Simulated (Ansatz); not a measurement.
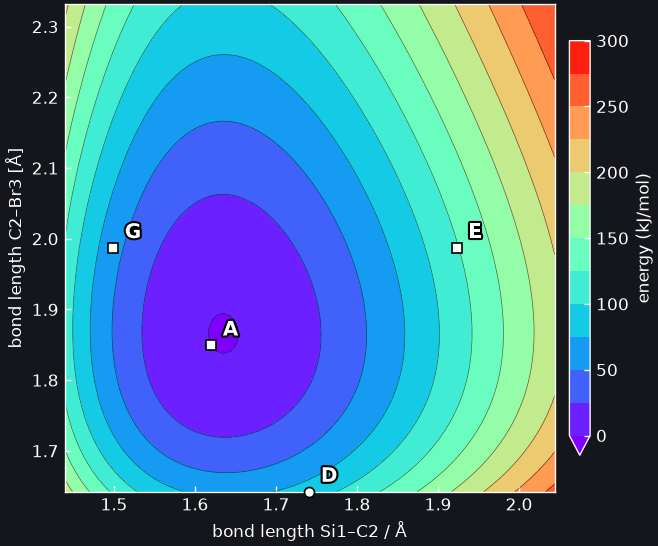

CBrSi, SMILES [Si-]#CBr, charge −1. The first coordinate is: bond length Si1–C2; the second: bond length C2–Br3. Nothing is relaxed (all other coordinates rigid). The grid has 11 × 11 points. Points are written as (first, second). Energies are in kJ/mol, from the lowest grid point. All numbers below come from Ansatz 0.2.0, RKS CAM-B3LYP-D4/def2-SVPD.

In the figure: filled contours, lettered points. Between grid points the surface is interpolated.

> What kind of point is each of A, E, G: minimum, saddle, maximum or slope?

A: minimum; E: on a slope; G: on a slope. (In these two coordinates alone; a stationary point may lie a little off the grid point.)

> Rank the lettered points by energy, lowest first.

A (0 kJ/mol), G (59 kJ/mol), D (87 kJ/mol), E (123 kJ/mol).
